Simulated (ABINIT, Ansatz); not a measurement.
**NaHF2 (R-3m): G0W0 on several meshes in ABINIT**

How does the mesh move the gap of NaHF2 (R-3m)?

Calculated with ABINIT 10.8.3; PBEsol and many-body steps on it, plane waves.

## 1. Starting point

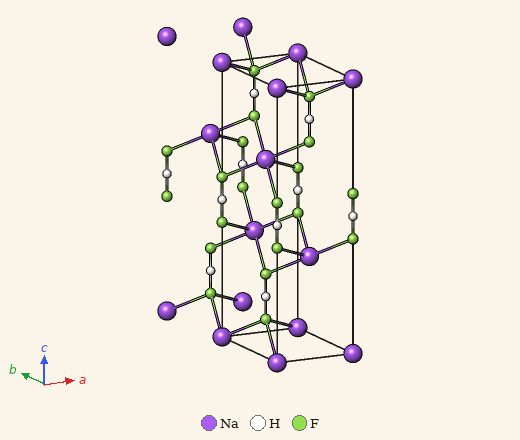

The starting structure, seen from a free direction (sodium purple, hydrogen white, fluorine green). 1×2×1 cells are drawn. This picture shows the conventional cell, with its axes. Bonds to atoms that aren't drawn are left out. Some periodic images of atoms are drawn too.

Structure file:

```cif
data_structure
_symmetry_space_group_name_H-M 'P 1'
_symmetry_Int_Tables_number 1
_cell_length_a 5.0030
_cell_length_b 5.0030
_cell_length_c 5.0030
_cell_angle_alpha 40.631
_cell_angle_beta 40.631
_cell_angle_gamma 40.631
_cell_volume 47.90
loop_
_atom_site_label
_atom_site_type_symbol
_atom_site_fract_x
_atom_site_fract_y
_atom_site_fract_z
_atom_site_occupancy
Na1 Na 0.00000 0.00000 0.00000 1
H2 H 0.50000 0.50000 0.50000 1
F3 F 0.41760 0.41760 0.41760 1
F4 F 0.58240 0.58240 0.58240 1
```

The cell and positions come from the Crystallography Open Database and are kept as given unless a step says otherwise.

## 2. Empty states on the mesh, 4×4×4 mesh, 97 bands

This step: ABINIT 10.8.3; DFT, PBEsol, plane waves, norm-conserving pseudopotentials.

The sums over transitions need many empty states on a uniform mesh; this step solves for them.

File run.abi:

```
acell 3*1.0 Angstrom
rprim 
  1.737000000015 1.002857417591 4.583333333300
  -1.737000000015 1.002857417591 4.583333333300
  -0.000000000000 -2.005714835182 4.583333333300
ntypat 3
znucl 11 1 9
natom 4
typat 1 2 3 3
xred 
  0.000000000000 0.000000000000 0.000000000000
  0.500000000000 0.500000000000 0.500000000000
  0.417600000000 0.417600000000 0.417600000000
  0.582400000000 0.582400000000 0.582400000000
pp_dirpath "pseudos"
pseudos "Na.upf, H.upf, F.upf"
ecut 38
ngkpt 4 4 4
nshiftk 1
shiftk 0 0 0
kptopt 1
chksymbreak 0
iscf -2
irdden 1
istwfk *1
nband 97
nbdbuf 8
tolwfr 1e-09
nstep 60
prtvol 0
indata_prefix "in"
outdata_prefix "out"
tmpdata_prefix "tmp"
```

Started as:

```
$ OMP_NUM_THREADS=1 mpirun -n 4 abinit run.abi > log
```

Numbers of over 12 decimals in the logs are rounded to 6 here.

What it wrote:

```text
.Version 10.8.3 of ABINIT. v10.8.2 released Aug 2026.

 Symmetries : space group R-3 m (#166); Bravais hR (rhombohedral)
[... echo of the input left out ...]
== DATASET  1 ==================================================================
-   mpi_nproc: 4, omp_nthreads: 1 (-1 if OMP is not activated)

--- !DatasetInfo
iteration_state: {dtset: 1, }
dimensions: {natom: 4, nkpt: 13, mband: 97, nsppol: 1, nspinor: 1, nspden: 1, mpw: 3640, }
cutoff_energies: {ecut:  38.0, pawecutdg:  -1.0, }
[...]
2.50579    2.50579    2.60273    2.60273    2.66265    2.66265    2.67833    2.71609
   2.71609    2.73424    2.73741    2.75119    2.75468    2.81107    2.81107    2.86330
   2.86336
 prteigrs : prtvol=0 or 1, do not print more k-points.

== END DATASET(S) ==============================================================
================================================================================

 -outvars: echo values of variables after computation  --------
            nband          97
             nkpt          13
          spgroup         166
 [... the other variables as echoed above ...]

 Calculation completed.
```

Wall time 34 s (4 MPI ranks of Intel Xeon 6975P-C (Granite Rapids), shared host); peak memory 0.42 GiB.

This step gave:

```yaml
gap: 6.931 eV
k_of_the_valence_top: 0.5, 0.5, 0.5
k_of_the_conduction_bottom: 0, 0, 0
least_direct_gap: 7.132 eV
k_points_computed: 13
lowest_point_of_the_top_converged_band_above_the_valence_top: 76.3116 eV
```

On this mesh the gap is 6.931 eV.

The density comes from a self-consistent run that is not shown.

## 3. Screening, 4×4×4 mesh, 43 bands, screening to 114.3 eV

The RPA dielectric matrix is built and inverted for each q.

This step: RPA screening on PBEsol, plane waves, norm-conserving pseudopotentials.

Edit run.abi of step 2 so:

```diff
@@ -22,10 +22,11 @@
 chksymbreak 0
-iscf -2
-irdden 1
 istwfk *1
-nband 97
-nbdbuf 8
-tolwfr 1e-09
-nstep 60
-prtvol 0
+occopt 1
+irdwfk 1
+optdriver 3
+nband 43
+ecuteps 4.2
+inclvkb 2
+awtr 1
+symchi 1
 indata_prefix "in"
```

What it wrote:

```text
.Version 10.8.3 of ABINIT. v10.8.2 released Aug 2026.

 Symmetries : space group R-3 m (#166); Bravais hR (rhombohedral)
[... echo of the input left out ...]
== DATASET  1 ==================================================================
-   mpi_nproc: 4, omp_nthreads: 1 (-1 if OMP is not activated)

--- !DatasetInfo
iteration_state: {dtset: 1, }
dimensions: {natom: 4, nkpt: 13, mband: 43, nsppol: 1, nspinor: 1, nspden: 1, mpw: 3640, }
cutoff_energies: {ecut:  38.0, pawecutdg:  -1.0, }
electrons: {nelect:   2.40000000E+01, charge:   0.00000000E+00, occopt:   1.00000000E+00, tsmear:   1.00000000E-02, }

 SCREENING: Calculation of the susceptibility and dielectric matrices

 Based on a program developped by R.W. Godby, V. Olevano, G. Onida, and L. Reining.
 Incorporated in ABINIT by V. Olevano, G.-M. Rignanese, and M. Torrent.
.Using double precision arithmetic ; gwpc =  8

[... cell and pseudopotentials left out ...]
--------------------------------------------------------------------------------

 ==== K-mesh for the wavefunctions ====
 Number of points in the irreducible wedge :    13
[... list of points left out ...]
 Together with 12 symmetry operations and time-reversal symmetry
 yields    64 points in the full Brillouin Zone.

 ==== Q-mesh for the screening function ====
 Number of points in the irreducible wedge :    13
[... list of points left out ...]
 Together with 12 symmetry operations and time-reversal symmetry
 yields    64 points in the full Brillouin Zone.

 setmesh: FFT mesh size selected  =    36x   36x   36
          total number of points  =        46656

 vcoul_init : cutoff-mode = AUXILIARY_FUNCTION
 q-points for optical limit:   1
     1)      0.000010    0.000020    0.000030

- screening: taking advantage of time-reversal symmetry
- Maximum band index for partially occupied states nbvw = 12
- Remaining bands to be divided among processors   nbcw = 31
- Number of bands treated by each node ~7

 Number of electrons calculated from density =   24.0000; Expected =   24.0000
 average of density, n =  0.074241
 r_s =    1.4760
 omega_plasma =   26.2831 [eV]

 calculating chi0 at frequencies [eV] :
  1    0.000000E+00    0.000000E+00
  2    0.000000E+00    2.628313E+01

--------------------------------------------------------------------------------
  q-point number  1        q = ( 0.000000, 0.000000, 0.000000) [r.l.u.]
--------------------------------------------------------------------------------
[... chi0 elements left out ...]
 For q-point:  0.000010 0.000020 0.000030
  dielectric constant =   1.6556
  dielectric constant without local fields =   1.7305

  Average fulfillment of the sum rule on Im[epsilon] for q-point    1 :     28.09  [%]
[... wings left out ...]
  q-point number  2        q = ( 0.250000, 0.000000, 0.000000) [r.l.u.]
--------------------------------------------------------------------------------
[... chi0 elements left out ...]
  Average fulfillment of the sum rule on Im[epsilon] for q-point    2 :     38.01  [%]

 [... 11 further q-points ...]
```

The job ended after 37 s (4 MPI ranks; peak memory 1.2 GiB).

Numbers from this step:

```
ε∞ with local fields, on this mesh, along the program's q direction : 1.656
the same without local fields                                       : 1.730
plasma frequency                                                    : 26.28 eV
plane waves in the screening matrix                                 : 115
```

Local fields lower ε∞ by 4 %.

## 4. 4×4×4

The self-energy is evaluated for the states that the input lists, and the levels follow from it, in one-shot runs by the linearised quasiparticle equation.

This step: G0W0 on PBEsol, plane waves, norm-conserving pseudopotentials.

Edit run.abi of step 3 so:

```diff
@@ -25,8 +25,17 @@
 irdwfk 1
-optdriver 3
+optdriver 4
 nband 43
+gwcalctyp 0
+ecutsigx 38
+symsigma 1
+nkptgw 2
+kptgw 
+  0.5000000000 0.5000000000 0.5000000000
+  0.0000000000 0.0000000000 0.0000000000
+bdgw 
+  11 14
+  10 14
 ecuteps 4.2
-inclvkb 2
-awtr 1
-symchi 1
+irdscr 1
+ppmodel 1
 indata_prefix "in"
```

What it wrote:

```text
.Version 10.8.3 of ABINIT. v10.8.2 released Aug 2026.

 Symmetries : space group R-3 m (#166); Bravais hR (rhombohedral)
[... echo of the input left out ...]
== DATASET  1 ==================================================================
-   mpi_nproc: 4, omp_nthreads: 1 (-1 if OMP is not activated)

--- !DatasetInfo
iteration_state: {dtset: 1, }
dimensions: {natom: 4, nkpt: 13, mband: 43, nsppol: 1, nspinor: 1, nspden: 1, mpw: 3640, }
cutoff_energies: {ecut:  38.0, pawecutdg:  -1.0, }
electrons: {nelect:   2.40000000E+01, charge:   0.00000000E+00, occopt:   1.00000000E+00, tsmear:   1.00000000E-02, }

 SIGMA: Calculation of the GW corrections

 Based on a program developped by R.W. Godby, V. Olevano, G. Onida, and L. Reining.
 Incorporated in ABINIT by V. Olevano, G.-M. Rignanese, and M. Torrent.
.Using double precision arithmetic ; gwpc =  8

[... cell and pseudopotentials left out ...]
--------------------------------------------------------------------------------

 ==== K-mesh for the wavefunctions ====
 Number of points in the irreducible wedge :    13
[... list of points left out ...]
 Together with 12 symmetry operations and time-reversal symmetry
 yields    64 points in the full Brillouin Zone.

 ==== Q-mesh for screening function ====
 Number of points in the irreducible wedge :    13
[... list of points left out ...]
 Together with 12 symmetry operations and time-reversal symmetry
 yields    64 points in the full Brillouin Zone.

 vcoul_init : cutoff-mode = AUXILIARY_FUNCTION
 q-points for optical limit:   1
     1)      0.000010    0.000020    0.000030
 setmesh: FFT mesh size selected  =    54x   54x   54
          total number of points  =       157464

 Number of electrons calculated from density =   24.0000; Expected =   24.0000
 average of density, n =  0.074241
 r_s =    1.4760
 omega_plasma =   26.2831 [eV]

 === KS Band Gaps ===
  >>>> For spin  1
   Minimum direct gap =   7.1316 [eV], located at k-point      :   0.0000  0.0000  0.0000
   Fundamental gap    =   6.9313 [eV], Top of valence bands at :   0.5000  0.5000  0.5000
                                       Bottom of conduction at :   0.0000  0.0000  0.0000
 SIGMA fundamental parameters:
 PLASMON POLE MODEL  1
 number of plane-waves for SigmaX                 3607
 number of plane-waves for SigmaC and W            115
 number of plane-waves for wavefunctions          3607
 number of bands                                    43
 number of independent spin polarizations            1
 number of spinorial components                      1
 number of k-points in IBZ                          13
 number of q-points in IBZ                          13
 number of symmetry operations                      12
 number of k-points in BZ                           64
 number of q-points in BZ                           64
 number of frequencies for dSigma/dE                 9
 frequency step for dSigma/dE [eV]                0.25
 number of omega for Sigma on real axis              0
 max omega for Sigma on real axis  [eV]           0.00
 zcut for avoiding poles [eV]                     0.10

 EPSILON^-1 parameters (SCR file):
 dimension of the eps^-1 matrix on file            115
 dimension of the eps^-1 matrix used               115
 number of plane-waves for wavefunctions          3607
 number of bands                                    43
 number of q-points in IBZ                          13
 number of frequencies                               2
 number of real frequencies                          1
 number of imag frequencies                          1

 matrix elements of self-energy operator (all in [eV])

 Perturbative Calculation

--- !SelfEnergy_ee
iteration_state: {dtset: 1, }
kpoint     : [   0.500,    0.500,    0.500, ]
spin       : 1
KS_gap     :    8.690
QP_gap     :   13.281
Delta_QP_KS:    4.591
data: !SigmaeeData |
     Band     E0 <VxcDFT>   SigX SigC(E0)      Z dSigC/dE  Sig(E)    E-E0       E
       11  -3.442 -22.457 -30.582   4.650   0.834  -0.199 -25.355  -2.898  -6.340
       12  -3.442 -22.457 -30.582   4.650   0.834  -0.199 -25.355  -2.898  -6.340
       13   5.248  -7.722  -3.833  -2.040   0.915  -0.093  -6.029   1.693   6.941
       14   6.328 -10.325  -5.836  -2.083   0.906  -0.103  -8.145   2.180   8.508

--- !SelfEnergy_ee
iteration_state: {dtset: 1, }
kpoint     : [   0.000,    0.000,    0.000, ]
spin       : 1
KS_gap     :    7.132
QP_gap     :   11.471
Delta_QP_KS:    4.339
data: !SigmaeeData |
     Band     E0 <VxcDFT>   SigX SigC(E0)      Z dSigC/dE  Sig(E)    E-E0       E
       10  -3.668 -22.031 -30.205   4.627   0.834  -0.199 -24.988  -2.957  -6.625
       11  -3.668 -22.031 -30.205   4.627   0.834  -0.199 -24.988  -2.957  -6.625
       12  -3.642 -23.108 -30.379   4.129   0.843  -0.186 -25.756  -2.649  -6.291
       13   3.489  -8.257  -4.342  -2.070   0.916  -0.092  -6.567   1.690   5.179
       14   9.789  -7.583  -3.079  -2.286   0.914  -0.094  -5.556   2.027  11.816

== END DATASET(S) ==============================================================
================================================================================

 -outvars: echo values of variables after computation  --------
           etotal      0.0000000000E+00
            nband          43
             nkpt          13
          spgroup         166
 [... the other variables as echoed above ...]

 Calculation completed.
```

Elapsed: 4.2 s, on 4 MPI ranks; peak memory 0.64 GiB.

This step gave:

- G0W0 gap on the points computed: 11.47 eV
- starting gap on the mesh: 6.931 eV
- k of the valence top: 0, 0, 0
- k of the conduction bottom: 0, 0, 0
- Z at the valence top: 0.843
- Z at the conduction bottom: 0.916
- least direct G0W0 gap on the computed points: 11.47 eV

The gap on the mesh goes from 6.93 eV to 11.47 eV, a correction of +4.54 eV.

## 5. Empty states on the mesh, 6×6×6 mesh, 47 bands

This step: DFT, PBEsol, plane waves, norm-conserving pseudopotentials.

Edit run.abi of step 4 so:

```diff
@@ -17,3 +17,3 @@
 ecut 38
-ngkpt 4 4 4
+ngkpt 6 6 6
 nshiftk 1
@@ -22,20 +22,10 @@
 chksymbreak 0
+iscf -2
+irdden 1
 istwfk *1
-occopt 1
-irdwfk 1
-optdriver 4
-nband 43
-gwcalctyp 0
-ecutsigx 38
-symsigma 1
-nkptgw 2
-kptgw 
-  0.5000000000 0.5000000000 0.5000000000
-  0.0000000000 0.0000000000 0.0000000000
-bdgw 
-  11 14
-  10 14
-ecuteps 4.2
-irdscr 1
-ppmodel 1
+nband 47
+nbdbuf 4
+tolwfr 1e-09
+nstep 60
+prtvol 0
 indata_prefix "in"
```

What it wrote:

```text
.Version 10.8.3 of ABINIT. v10.8.2 released Aug 2026.

 Symmetries : space group R-3 m (#166); Bravais hR (rhombohedral)
[... echo of the input left out ...]
== DATASET  1 ==================================================================
-   mpi_nproc: 4, omp_nthreads: 1 (-1 if OMP is not activated)

--- !DatasetInfo
iteration_state: {dtset: 1, }
dimensions: {natom: 4, nkpt: 32, mband: 47, nsppol: 1, nspinor: 1, nspden: 1, mpw: 3640, }
cutoff_energies: {ecut:  38.0, pawecutdg:  -1.0, }
[...]
0.72981    0.80432    0.92618    1.01880    1.01880    1.03459    1.03459    1.07107
   1.15305    1.23022    1.23022    1.27556    1.27556    1.34907    1.37392    1.51369
   1.56937    1.56937    1.66298    1.67819    1.79180    1.79185    1.82406
 prteigrs : prtvol=0 or 1, do not print more k-points.

== END DATASET(S) ==============================================================
================================================================================

 -outvars: echo values of variables after computation  --------
            nband          47
             nkpt          32
          spgroup         166
 [... the other variables as echoed above ...]

 Calculation completed.
```

Wall time 25 s (4 MPI ranks); peak memory 0.42 GiB.

Numbers from this step:

| Item | Value |
| --- | --- |
| gap | 6.931 eV |
| k of the valence top | 0.5, 0.5, 0.5 |
| k of the conduction bottom | 0, 0, 0 |
| least direct gap | 7.132 eV |
| k points computed | 32 |
| lowest point of the top converged band, above the valence top | 43.71 eV |

On this mesh the gap is 6.931 eV.

(Part 1 of 2 ends here.)

[Paths, hosts, dates, memory and timing lines, banners, echoed tables and standing remarks are left out of the program output.]

[Logs are printed without paths, hosts, clocks, repeated set-up lines and the standing remarks that a program may print on its own settings, such as how far it seeks lower states.]

[Runs of the session that timed out or met a known fault of the program may be left out.]

[Hosts, paths, dates, database ids (printed as entryN), source tags and the programs' standing remarks are cut or masked in the printed files.]

[G0W0 gaps are taken among the corrected bands and points alone; a level outside them can change the order at an edge.]

[Where Ansatz stands beside ABINIT at settings called matched, ABINIT's density can come from a denser mesh and the files from another edition; pairs whose starting gaps differed by over 0.03 eV were left out, so agreement reads better than it is.]
